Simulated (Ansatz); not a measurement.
## Converging the plane-wave cutoff: LaOF (P4mm, 6 atoms in the cell)

```
CELL_PARAMETERS angstrom
      4.08959     0.00000     0.00000
      0.00000     4.08959     0.00000
      0.00000     0.00000     5.84299
ATOMIC_POSITIONS crystal
  La 0.50000 0.00000 0.72427
  La 0.00000 0.50000 0.28429
  O  0.00000 0.00000 0.50000
  O  0.50000 0.50000 0.50000
  F  0.50000 0.50000 0.00000
  F  0.00000 0.00000 0.00000
```

Computed with LDA (PW92), default PAW files made with PBE (plane waves; Ansatz, a first-principles code).

Base settings: basis.ecutwfc = 420 eV; kpoints.mp_grid.grid = 6 6 4; hamiltonian.xc = lda; hamiltonian.pseudopotentials = {kind: paw} (the program's default PAW files); scf.occupations.method = fermi_dirac; scf.occupations.width = 0.05 eV.

The second cell is the first with its lattice scaled by 0.98.

The mesh stays at the base's, so the ladder's end is converged at best in this setting alone.

The first pressure column holds Ansatz's estimate of the finite-basis (Pulay) stress, which hides part of the cutoff error; the other is without it.

Only quantities that move along the ladder and can be compared are tabulated.

The count of work is k-points × plane waves × bands × iterations; it is no time. 

The starting cell comes from a database of computed structures (which also holds hypothetical and non-ambient phases and stackings), without a prior relaxation at this level. Its lattice was rescaled by up to half a per cent. One atom was moved a little off its site on purpose. In the base run, with a pressure of about -8 GPa the cell is away from its equilibrium volume at this level.

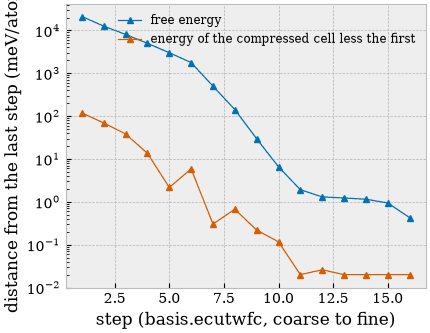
*Distance from the last step along the ladder; very small values are drawn at a floor.*

```csv
basis.ecutwfc,free energy less the last step's (meV/atom),energy of the compressed cell less the first (meV/atom),pressure (GPa),pressure without the Pulay estimate (GPa),largest difference of a force vector from the last step's (eV/Å),count of work / last
145 eV,21114.61,-147.60,-13.28,-414.79,2.811,0.052
170 eV,12562.75,-97.82,-11.40,-314.02,0.154,0.078
190 eV,8040.72,-67.04,-9.03,-238.88,1.624,0.092
210 eV,4994.16,-15.26,-6.29,-175.39,1.206,0.11
230 eV,3015.36,-26.62,-6.90,-124.63,0.069,0.12
250 eV,1777.59,-34.66,-8.16,-86.38,0.368,0.14
295 eV,499.27,-29.08,-7.83,-36.79,0.057,0.15
335 eV,142.12,-28.11,-8.11,-18.44,0.037,0.17
380 eV,29.57,-29.00,-8.18,-10.89,0.002,0.21
420 eV,6.55,-28.90,-8.16,-8.83,0.001,0.23
460 eV,1.92,-28.77,-8.14,-8.26,0.000,0.31
505 eV,1.30,-28.75,-8.14,-8.15,0.000,0.35
565 eV,1.23,-28.76,-8.14,-8.14,0.000,0.42
630 eV,1.15,-28.77,-8.14,-8.14,0.000,0.50
735 eV,0.94,-28.77,-8.14,-8.16,0.000,0.61
840 eV,0.43,-28.77,-8.14,-8.17,0.000,0.76
1010 eV,0.00,-28.78,-8.14,-8.14,0.000,1.0
```

Coarsest basis.ecutwfc that holds the energy of the compressed cell less the first within 0.2 meV/atom of the last step, with all finer ones: 420 eV, at 0.23 of the last step's count of work; the step before is off by 0.22 meV/atom.

Coarsest basis.ecutwfc that holds the forces within 0.01 eV/Å of the last step, with all finer ones: 380 eV, at 0.21 of the last step's count of work; the step before is off by 0.037 eV/Å.

Coarsest basis.ecutwfc that holds the pressure within 0.5 GPa of the last step, with all finer ones: 250 eV, at 0.14 of the last step's count of work; the step before is off by 1.2 GPa.

The energy difference between the two cells stays within 1 meV/atom of the last step's from 295 eV on, the total only from 735 eV on: much of the error is common to both cells and cancels.

At the lowest cutoff the pressure without the Pulay estimate lies 407 GPa under the last step's, the usual sign of Pulay stress in an incomplete plane-wave basis.

Keys are those of Ansatz 0.2.
